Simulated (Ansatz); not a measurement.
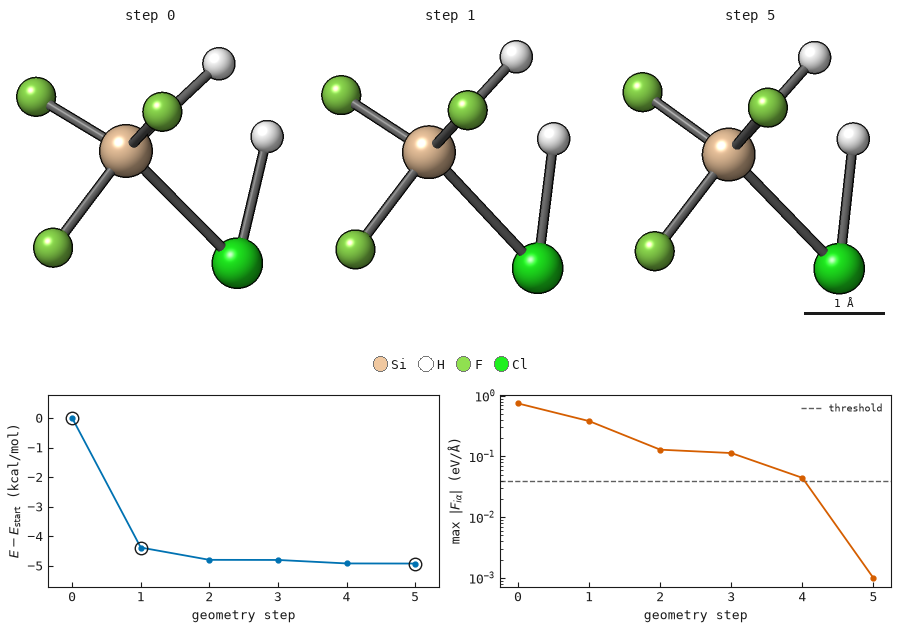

Frames of a constrained relaxation of SiH2ClF3, marked on the history of the run. Style: ball-and-stick. Shown at a tilt.

The reaction that was planned forms Si1–Cl7, H2–H6 and breaks Si1–H2, H6–Cl7 (atoms numbered from 1 in input order).

Method: RKS PBE0-D4/def2-SVP (Ansatz 0.2.0). Settings: held fixed: the distance between atoms 1 (Si) and 7 (Cl), the distance between atoms 2 (H) and 6 (H), the distance between atoms 1 (Si) and 2 (H), the distance between atoms 6 (H) and 7 (Cl), counting from 1; force threshold 0.04 eV/Å; at most 150 steps.

What happens along the run?

Answer. The energy falls by 4.92 kcal/mol in 5 geometry steps. Largest force component: 0.75 eV/Å at the start, 0.00099 eV/Å at the end. An H atom moves most after the best rigid fit: 0.21 Å. Largest moves by element: H 0.21 Å, F 0.11 Å, Cl 0.07 Å, Si 0.06 Å. Among the contacts that change: F–Si 1.592 → 1.606 Å. Bond angles that change, for instance: Si–Cl–H 64.5° → 55.3°, H–Si–Cl 77.8° → 83.9°, H–Si–F 88.8° → 82.7°. Cost: 16 s on 4 threads of Intel Xeon @ 2.50GHz (shared host). From step 0 to 1: an H atom moves most (0.21 Å), energy −4.38 kcal/mol. From step 1 to 5: an F atom moves most (0.04 Å), energy −0.54 kcal/mol.
